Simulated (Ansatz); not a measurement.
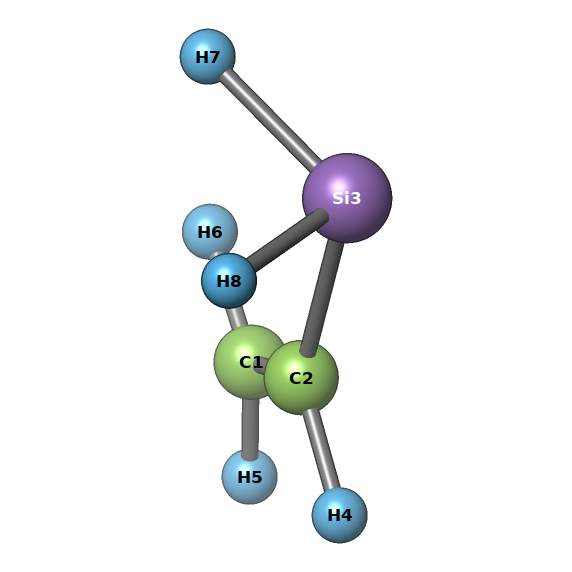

C1 lies behind C2. The molecule seen a little off the C2–C1 bond, C2 in front. Atoms fade into the background with distance from the viewer. Charge −1, singlet. The geometry was computed by an optimisation with PBE-D4/def2-SVPD. No frequency run is at hand to confirm it as a minimum.

What is the torsion angle Si3–C2–C1–H5? The sign is positive where the front bond must turn clockwise to cover the back bond.

170°, antiperiplanar (anti).
